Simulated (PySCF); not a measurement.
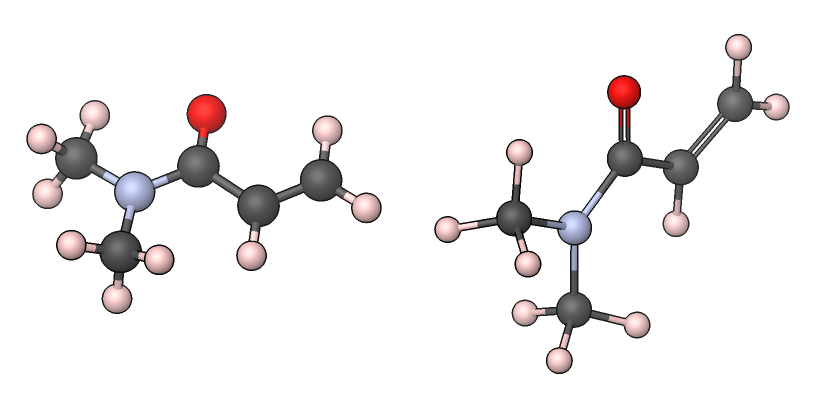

The same structure drawn twice, from different directions. Colours: carbon dark grey, oxygen red, nitrogen light blue, hydrogen pink.

**Count the atoms of each element.**

C₅H₉NO, 16 atoms: 5 carbon, 9 hydrogen, 1 nitrogen and 1 oxygen.

**Count the bonded pairs by element.**

9 C–H, 3 C–N, 2 C–C, 1 C–O.

The parts below concern this one geometry. Atoms keep their numbers from picture to picture. The geometry was computed by an optimisation with PBE0-D3(BJ)/def2-SVP. No frequency run is at hand to confirm it as a minimum.

Shape

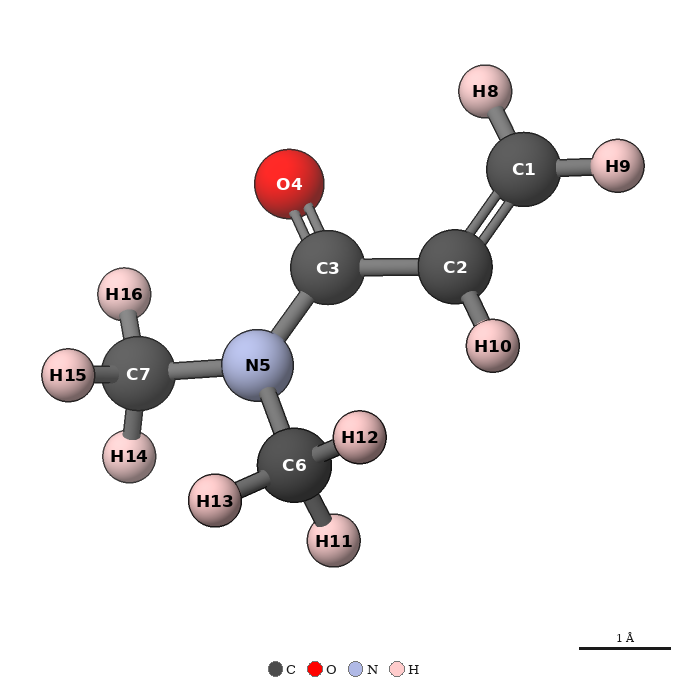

No frequency run is at hand to confirm it as a minimum.

Which atoms are bonded, and how long are the bonds?

| bond | length (Å) | order |
| --- | --- | --- |
| C1–C2 | 1.335 | double |
| C1–H8 | 1.094 | single |
| C1–H9 | 1.092 | single |
| C2–C3 | 1.496 | single |
| C2–H10 | 1.091 | single |
| C3–O4 | 1.220 | double |
| C3–N5 | 1.371 | single |
| N5–C6 | 1.442 | single |
| N5–C7 | 1.443 | single |
| C6–H11 | 1.106 | single |
| C6–H12 | 1.096 | single |
| C6–H13 | 1.101 | single |
| C7–H14 | 1.104 | single |
| C7–H15 | 1.104 | single |
| C7–H16 | 1.096 | single |

Levels of theory compared

No frequency run is at hand to confirm it as a minimum. Program: PySCF 2.14.0.

Compare HOMO–LUMO gap (eV), dipole (D), HOMO energy (eV) at these levels: PBE0/6-311+G(2d,p); PBE0/6-31G; PBE0/6-31G*; PBE0/STO-3G; PBE0/pcSseg-1; mPW1PW91/pcSseg-1.

```tsv
level	HOMO–LUMO gap (eV)	dipole (D)	HOMO energy (eV)
PBE0/6-311+G(2d,p)	5.84	3.62	−6.96
PBE0/6-31G	5.96	3.70	−6.65
PBE0/6-31G*	6.02	3.42	−6.66
PBE0/STO-3G	6.10	2.47	−3.79
PBE0/pcSseg-1	5.91	3.64	−6.91
mPW1PW91/pcSseg-1	5.93	3.65	−6.95
```

NMR shielding

The questions are on isotropic NMR shieldings of the H atoms. No frequency run is at hand to confirm it as a minimum. Method: GIAO PBE0/STO-3G NMR shielding, non-relativistic, gas phase (PySCF 2.14.0).

**Which H atom is the most shielded (lowest chemical shift)?**

H15 (30.84 ppm).

**Which H atom is the least shielded (highest chemical shift)?**

H8 (26.28 ppm).

**How wide is the range of H shifts?**

4.56 ppm.

Give the isotropic NMR shieldings of the H atoms atom by atom.

| atom | σ (ppm) |
| --- | --- |
| H8 | 26.28 |
| H9 | 27.01 |
| H10 | 26.66 |
| H11 | 30.47 |
| H12 | 30.17 |
| H13 | 30.65 |
| H14 | 30.78 |
| H15 | 30.84 |
| H16 | 29.32 |

Charges

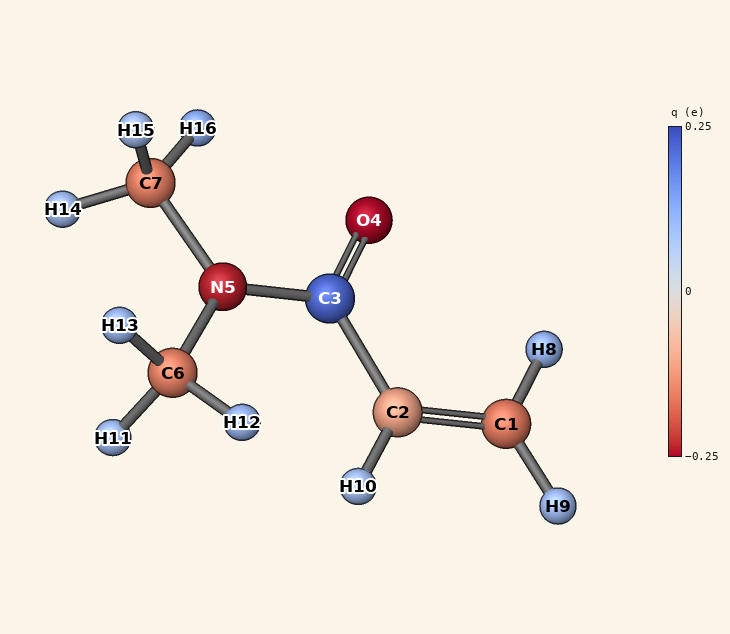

Atoms are coloured by their Mulliken charges. No frequency run is at hand to confirm it as a minimum. Level of theory: PBE0/STO-3G, gas phase (PySCF 2.14.0).

Give the Mulliken charges atom by atom.

| atom | value (e) |
| --- | --- |
| C1 | −0.15 |
| C2 | −0.11 |
| C3 | 0.21 |
| O4 | −0.25 |
| N5 | −0.23 |
| C6 | −0.15 |
| C7 | −0.15 |
| H8 | 0.10 |
| H9 | 0.09 |
| H10 | 0.08 |
| H11 | 0.08 |
| H12 | 0.10 |
| H13 | 0.09 |
| H14 | 0.08 |
| H15 | 0.08 |
| H16 | 0.11 |

Mulliken values depend strongly on the basis set and can even reverse the polarity of a bond.
